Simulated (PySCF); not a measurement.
# triplet B2O2: levels of theory compared

We compute a comparison of 6 runs (UHF/3-21G, U-wB97X/aug-cc-pVDZ, UB2PLYP/aug-cc-pVDZ, UB3LYP/aug-cc-pVDZ, UCAM-B3LYP/aug-cc-pVDZ, UTPSS/aug-cc-pVDZ) of triplet B2O2. Input form: a Python script.

The results are computed with PySCF 2.14.0.

1 further run of the same task is left out (set aside as unsound or not needed).

## 1. The structure to begin with

B2O2 has 4 atoms, charge 0, and is taken as a triplet. As SMILES of the parent species, `O=BB=O`. Geometry: relaxed at PBE0-D4/def2-TZVP. That shape belongs to the parent species and isn't relaxed for this state.

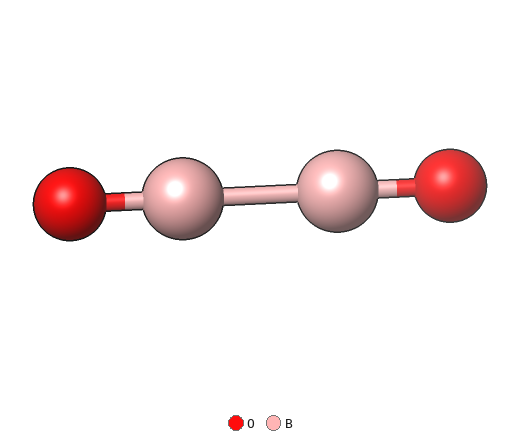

Viewed from a chosen angle; oxygen red, boron pink.

## 2. A single-point energy at UHF/3-21G (run 1)

The input, run.py:

```python
from pyscf import gto, scf

mol = gto.M(
    atom=[
    ('O', (-0.743090, 0.459760, 1.817650)),
    ('B', (-0.302300, 0.187070, 0.739120)),
    ('B', (0.302150, -0.186920, -0.739220)),
    ('O', (0.743230, -0.459920, -1.817550)),
],
    verbose=3,
    spin=2,
    basis='3-21g',
    max_memory=1860,
)

hf = scf.UHF(mol)
hf.conv_tol = 1e-10
hf.kernel()
if not hf.converged:
    hf = hf.newton().run(hf.mo_coeff, hf.mo_occ)

energy = hf.e_tot
print('Final energy', energy)
```

On the command line:

```
$ OMP_NUM_THREADS=1 python run.py
```

Standard output:

```text
WARN: HOMO -0.00416435351938792 >= LUMO -0.511991866693437

WARN: HOMO -0.274244275185034 >= LUMO -0.290275302296586

SCF not converged.
SCF energy = -197.740429902813 after 50 cycles  <S^2> = 2.0482096  2S+1 = 3.0319694
converged SCF energy = -197.740429902009  <S^2> = 2.0482092  2S+1 = 3.0319691
Final energy -197.740429902009
```

Run time: 1.1 s. Hardware: 1 thread of Arm Neoverse V1, shared host; peak memory 0.12 GiB.

## 3. The energy at U-wB97X/aug-cc-pVDZ (run 2)

The input, job.py:

```python
from pyscf import gto, dft

molecule = gto.M(
    atom='''
O   -0.743090   0.459760   1.817650
B   -0.302300   0.187070   0.739120
B    0.302150  -0.186920  -0.739220
O    0.743230  -0.459920  -1.817550
''',
    max_memory=1860,
    basis='aug-cc-pvdz',
    spin=2,
    verbose=3,
    charge=0,
)

mf = dft.UKS(molecule, xc='wb97x')
mf.grids.level = 5
mf.conv_tol = 1e-10
mf.kernel()
if not mf.converged:
    mf = mf.newton().run(mf.mo_coeff, mf.mo_occ)

energy = mf.e_tot
print(f'total energy: {energy:.8f} hartree')
```

On the command line:

```
$ OMP_NUM_THREADS=1 python job.py
```

Standard output:

```text
WARN: HOMO -0.0696782422034214 >= LUMO -0.520035260817177

WARN: HOMO -0.256495520841902 >= LUMO -0.280966809301647

WARN: HOMO -0.247187788929482 >= LUMO -0.266750259973496

WARN: HOMO -0.249987209223904 >= LUMO -0.266448557726679

WARN: HOMO -0.249753794787124 >= LUMO -0.263562526099005

WARN: HOMO -0.249745111924983 >= LUMO -0.263104223047853

WARN: HOMO -0.249713417425166 >= LUMO -0.263005602241237

WARN: HOMO -0.249643990965732 >= LUMO -0.262961886139484

WARN: HOMO -0.249655869967785 >= LUMO -0.262976198848967

WARN: HOMO -0.249656022253555 >= LUMO -0.262976454080559

WARN: HOMO -0.24965645526454 >= LUMO -0.262976949297296

WARN: HOMO -0.249659101084197 >= LUMO -0.262983165776613

WARN: HOMO -0.249655273348556 >= LUMO -0.262982001658857

WARN: HOMO -0.249655986888568 >= LUMO -0.262985284752391

WARN: HOMO -0.24965351025106 >= LUMO -0.262984301461728

WARN: HOMO -0.249653233658059 >= LUMO -0.262983074778521

WARN: HOMO -0.249653643921124 >= LUMO -0.262982861638074

converged SCF energy = -199.952509758617  <S^2> = 2.0572497  2S+1 = 3.0379267
total energy: -199.95250976 hartree
```

It took 39 s on 1 thread of Arm Neoverse V1, shared host; peak memory 0.47 GiB.

Runs 3 to 4 aren't shown in full; the table further down has their settings and results.

## 4. A single-point energy at UCAM-B3LYP/aug-cc-pVDZ (run 5)

The input, calc.py:

```python
from pyscf import gto, dft

mol = gto.M(
    atom='O -0.743090 0.459760 1.817650; B -0.302300 0.187070 0.739120; B 0.302150 -0.186920 -0.739220; O 0.743230 -0.459920 -1.817550',
    verbose=3,
    max_memory=1860,
    charge=0,
    basis='aug-cc-pvdz',
    spin=2,
)

calc0 = dft.UKS(mol)
calc0.xc = 'cam-b3lyp'
calc0.conv_tol = 1e-10
calc0.grids.level = 5
calc0.kernel()
if not calc0.converged:
    calc0 = calc0.newton().run(calc0.mo_coeff, calc0.mo_occ)

etot = calc0.e_tot
print('E = %.10f Eh' % etot)
```

On the command line:

```
$ OMP_NUM_THREADS=1 python calc.py
```

Standard output:

```text
WARN: HOMO -0.0937475748519579 >= LUMO -0.508216048036465

WARN: HOMO -0.228832148733704 >= LUMO -0.294080192490289

WARN: HOMO -0.22637945689438 >= LUMO -0.286660690899552

WARN: HOMO -0.22738027942894 >= LUMO -0.286583288984949

WARN: HOMO -0.226859989749299 >= LUMO -0.285321893752909

WARN: HOMO -0.226883690935818 >= LUMO -0.285215806887244

WARN: HOMO -0.227043359897768 >= LUMO -0.285175720925479

WARN: HOMO -0.226932833326268 >= LUMO -0.285064960946823

WARN: HOMO -0.227123819071555 >= LUMO -0.285083481906945

WARN: HOMO -0.227047525060221 >= LUMO -0.2851015743852

WARN: HOMO -0.227039169292767 >= LUMO -0.285119466397126

WARN: HOMO -0.227030225200675 >= LUMO -0.285113617035398

WARN: HOMO -0.227033949744142 >= LUMO -0.285110071924772

WARN: HOMO -0.227032867049518 >= LUMO -0.285109654117842

WARN: HOMO -0.22703272434607 >= LUMO -0.285109881731346

WARN: HOMO -0.227033718271641 >= LUMO -0.285109549779572

WARN: HOMO -0.227034029667175 >= LUMO -0.285109937203892

WARN: HOMO -0.22703352280326 >= LUMO -0.285109991776447

WARN: HOMO -0.227033458648239 >= LUMO -0.285109970017267

converged SCF energy = -199.947659681938  <S^2> = 2.0064103  2S+1 = 3.0042705
E = -199.9476596819 Eh
```

It took 45 s on 1 thread of Arm Neoverse V1, shared host; peak memory 0.47 GiB.

## 5. The energy at UTPSS/aug-cc-pVDZ (run 6)

The input, job.py:

```python
from pyscf import gto, dft

system = gto.M(
    atom='''
O     -1.404237     0.868820     3.434861
B     -0.571264     0.353511     1.396734
B      0.570981    -0.353228    -1.396923
O      1.404501    -0.869123    -3.434672
''',
    max_memory=1860,
    basis='aug-cc-pvdz',
    charge=0,
    spin=2,
    unit='bohr',
    verbose=4,
)

mf = dft.UKS(system, xc='tpss')
mf.conv_tol = 1e-10
mf.grids.level = 5
mf.kernel()
if not mf.converged:
    mf = mf.newton().run(mf.mo_coeff, mf.mo_occ)

etot = mf.e_tot
print('E(%s) = %.9f' % ('TPSS', etot))
```

On the command line:

```
$ OMP_NUM_THREADS=1 python job.py
```

Standard output:

```text
PySCF version 2.14.0

[INPUT] num. atoms = 4
[INPUT] num. electrons = 26
[INPUT] charge = 0
[INPUT] spin (= nelec alpha-beta = 2S) = 2
[INPUT] symmetry False subgroup None
[INPUT] Mole.unit = bohr
[INPUT] Symbol           X                Y                Z      unit          X                Y                Z       unit  Magmom
[INPUT]  1 O     -0.743090219131   0.459759744392   1.817650163878 AA   -1.404237000000   0.868820000000   3.434861000000 Bohr   0.0
[INPUT]  2 B     -0.302299890219   0.187069965010   0.739119802517 AA   -0.571264000000   0.353511000000   1.396734000000 Bohr   0.0
[INPUT]  3 B      0.302150133068  -0.186920207859  -0.739219817010 AA    0.570981000000  -0.353228000000  -1.396923000000 Bohr   0.0
[INPUT]  4 O      0.743229921914  -0.459920085086  -1.817550149385 AA    1.404501000000  -0.869123000000  -3.434672000000 Bohr   0.0

nuclear repulsion = 66.7622150705361
number of shells = 32
number of NR pGTOs = 140
number of NR cGTOs = 92
basis = aug-cc-pvdz
ecp = {}

[... 33 lines left out ...]
[... the frontier-level lines of each cycle are left out ...]
[... 3 lines left out ...]
[... 11 lines left out ...]
[... 11 lines left out ...]
[... 11 lines left out ...]
[... 11 lines left out ...]
[... 11 lines left out ...]
[... 11 lines left out ...]
[... 5 lines left out ...]

cycle= 14 E= -200.082406225347  delta_E= -3.12e-08  |g|= 8.76e-05  |ddm|= 0.000134


cycle= 15 E= -200.082406229544  delta_E= -4.2e-09  |g|= 2.84e-05  |ddm|= 5.54e-05


cycle= 16 E= -200.082406230037  delta_E= -4.93e-10  |g|= 5.97e-07  |ddm|= 2.63e-05


cycle= 17 E= -200.082406230036  delta_E= 8.53e-13  |g|= 3.14e-07  |ddm|= 1.99e-06


Extra cycle  E= -200.082406230016  delta_E= 2.07e-11  |g|= 5.83e-06  |ddm|= 5.26e-06
converged SCF energy = -200.082406230016  <S^2> = 2.0040483  2S+1 = 3.0026976
E(TPSS) = -200.082406230
```

It took 72 s on 1 thread of Arm Neoverse V1, shared host; peak memory 0.51 GiB.

## 6. The series

| run | level | integration grid | frozen core orbitals | energy (Eh) | dipole moment (D) | HOMO energy (eV) | ⟨S²⟩ | wall time |
| --- | --- | --- | --- | --- | --- | --- | --- | --- |
| 1 | UHF/3-21G | – | – | -197.740430 | 0.00 | -6.94 | 2.048 | 1.1 s |
| 2 | U-wB97X/aug-cc-pVDZ | 5 | – | -199.952510 | 0.00 | -6.79 | 2.057 | 39 s |
| 3 | UB2PLYP/aug-cc-pVDZ | 5 | 4 | -199.863953 | 0.00 | -5.82 | 2.013 | 34 s |
| 4 | UB3LYP/aug-cc-pVDZ | 5 | – | -200.048462 | 0.00 | -4.74 | 2.005 | 26 s |
| 5 | UCAM-B3LYP/aug-cc-pVDZ | 5 | – | -199.947660 | 0.00 | -6.18 | 2.006 | 45 s |
| 6 | UTPSS/aug-cc-pVDZ | 5 | – | -200.082406 | 0.00 | -4.00 | 2.004 | 72 s |

## 7. Outcome

| quantity | value |
| --- | --- |
| run 6: total energy | -200.08241 Eh |
| run 6: dipole moment | 0.00 D |
| run 6: HOMO energy (highest over α and β) | -4.00 eV |
| run 6: ⟨S²⟩ | 2.004 |

In words: Totals of different functionals can't be ranked against each other. All runs together took 3.6 min, the longest 72 s.
